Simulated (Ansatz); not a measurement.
**Sc2Al, pressure series**

Start from Sc2Al (space group P6_3/mmc, No. 194; a cell from a computed database, its experimental status unchecked).

```
CELL_PARAMETERS angstrom
      4.84957     0.00000     0.00000
     -2.42479     4.19985     0.00000
      0.00000     0.00000     6.09021
ATOMIC_POSITIONS crystal
  Sc 0.00000 0.00000 0.00000
  Sc 0.00000 0.00000 0.50000
  Sc 0.33333 0.66667 0.75000
  Sc 0.66667 0.33333 0.25000
  Al 0.33333 0.66667 0.25000
  Al 0.66667 0.33333 0.75000
```

Cell and atoms are relaxed at each pressure.

The values are results of Ansatz (a first-principles code), PBEsol, PAW, cutoff 420 eV, scalar-relativistic without spin-orbit coupling, not measurements.

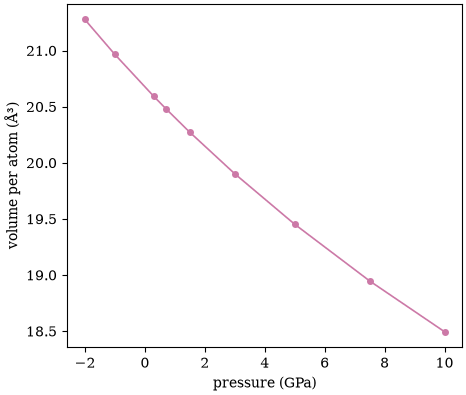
*Volume against pressure*

### Question
Estimate the zero-pressure bulk modulus from the plot.

### Answer
About 74 GPa; a third-order Birch–Murnaghan fit to the points gives V₀ = 20.67 Å³/atom, B₀ = 74 GPa and B₀′ = 3.6.

Load acts through the strain it causes; cell and atoms are relaxed under it. Whether these cells are dynamically stable was not tested. Competing high-pressure phases were not computed. All final runs are without spin polarisation. Sc2Al has a high density of states at the Fermi level and may be magnetic at this level.
